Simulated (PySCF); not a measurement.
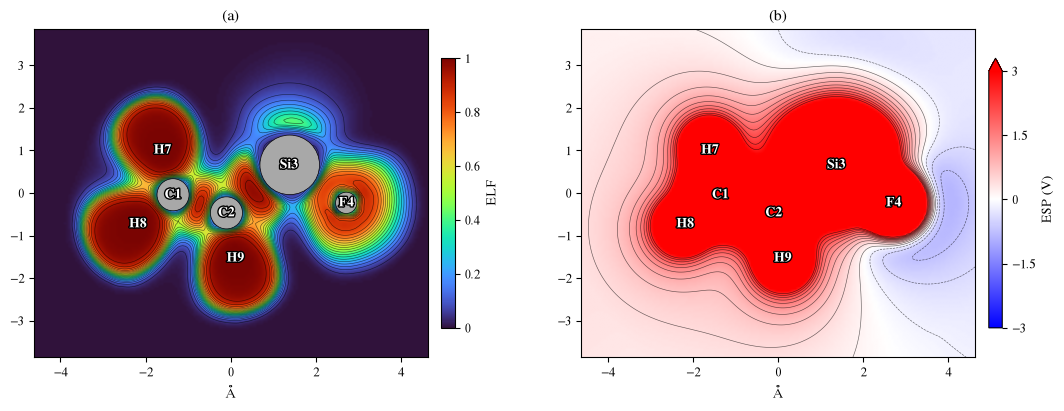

*C2H3Br2FSi (SMILES C=C[Si](F)(Br)Br). (a) ELF; (b) electrostatic potential on the plane of atoms C2, C1 and H7. Grey discs cover the atomic cores in the ELF map.*

Geometry: GFN2-xTB.

These are results of wB97X-D/def2-SVPD, SCF density, gas phase in PySCF, not measurements.

```xyz
9

C     1.4669    0.5985    0.2914
C     0.7009   -0.3231   -0.2723
Si   -1.1611   -0.3503   -0.1542
F    -1.7134   -1.6108   -0.9692
Br   -2.1277    1.4136   -1.0516
Br   -1.9084   -0.5933    1.9036
H     1.0587    1.4130    0.8689
H     2.5407    0.5802    0.2010
H     1.1569   -1.1218   -0.8429
```

> Read the bonding off the picture.

The plane passes through C, Si, F and H nuclei. C–C (1.32 Å): the ELF peaks at about 0.90 between the atoms (a multiple bond). Si–F (1.60 Å): the ELF peaks at about 0.85 in the valence shell of F, 0.6 Å from its nucleus, and is about 0.50 at the midpoint. C–Si (1.87 Å): the ELF peaks at about 0.95 between the atoms: a covalent bond. C–H (1.08 Å): the ELF climbs to about 1 towards the hydrogen, as it does in any bond to H; an ordinary covalent bond to hydrogen. The ELF also peaks beside F4, away from the bonds: lone-pair regions. Outside the dense part of the molecule the potential is most negative (−0.9 V) near F4.
